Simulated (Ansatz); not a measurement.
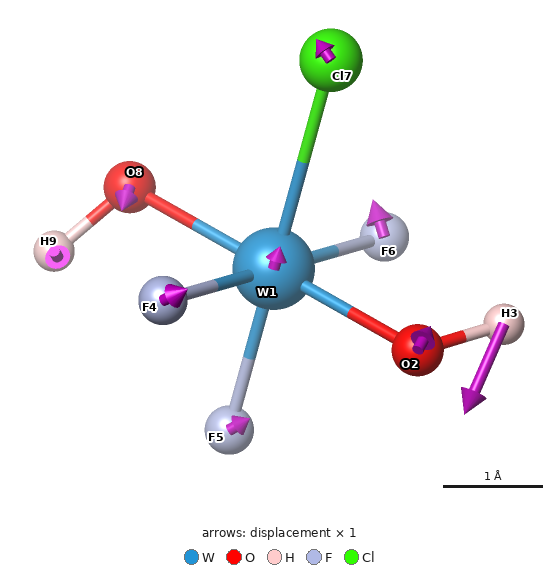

This is a relaxation of WH2O2ClF3. The starting structure is drawn; purple arrows show the displacements, at their true length. The two geometries are superimposed by the best rigid fit.

The picture is a ball-and-stick view, seen at a tilt.

The run prepares the start of a later molecular dynamics calculation, from a guessed geometry.

Computed with RKS B3LYP-D4/def2-SVP (Ansatz).

The input:
```yaml
crystal:
  periodic: [false, false, false]
  atoms:
    - { symbol: W, position_ang: [0.0, 0.0, 0.0] }
    - { symbol: O, position_ang: [0.0, 0.0, 1.94] }
    - { symbol: H, position_ang: [-0.9095, -0.2814, 2.2771] }
    - { symbol: F, position_ang: [1.85, 0.0, 0.0] }
    - { symbol: F, position_ang: [0.0, 1.85, 0.0] }
    - { symbol: F, position_ang: [-1.85, 0.0, 0.0] }
    - { symbol: Cl, position_ang: [0.0, -2.39, 0.0] }
    - { symbol: O, position_ang: [0.0, 0.0, -1.94] }
    - { symbol: H, position_ang: [0.5278, 0.7924, -2.2771] }
basis:
  gaussian: { orbitals: def2-SVP }
hamiltonian:
  xc: b3lyp
  dispersion: d4
relax:
  f_tol: 0.02
  max_steps: 40
```

Launched with:
```bash
ansatz run input.yaml --threads 4 --pin off --max-ram 5120MiB --backend cpu --events-out ev --progress --plain --runs-dir out
```

Atoms of which element are displaced furthest, and by how much?

Hydrogen: up to 1.02 Å, against 0.41 Å for fluorine.

Describe the change and its energy.

Over 11 accepted moves (12 points after the start) the energy falls by 15.5 kcal/mol. The largest force component goes from 2.3 to 0.0065 eV/Å. The line search rejected the trial step at point 8 of the run. The largest move after the best rigid fit is that of H3, 1.02 Å. Largest moves by element: H 1.02 Å, F 0.41 Å, O 0.36 Å, Cl 0.27 Å, W 0.25 Å. Some distances before and after: W1–Cl7 2.390 → 2.297 Å, W1–O2 1.940 → 1.866 Å, W1–F5 1.850 → 1.910 Å, O2–H3 1.010 → 0.968 Å. Among the angles between lasting bonds that change: W1–O8–H9 109.5° → 132.4°, O2–W1–O8 180.0° → 164.6°, O2–W1–Cl7 90.0° → 97.7°.
